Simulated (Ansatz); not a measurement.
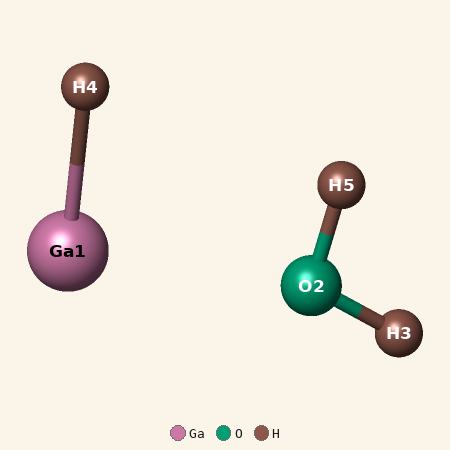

Harmonic vibrations computed with RKS PBE0-D4/def2-TZVP (Ansatz 0.2.0) at a stationary point of the same level.

Minimum or transition state?

A minimum: no imaginary frequency, and the lowest mode lies at 138 cm⁻¹.

How many vibrational modes are there, and where do they lie?

9 modes: 138, 193, 258, 369, 631, 1515, 1591, 3831, 3948 cm⁻¹.
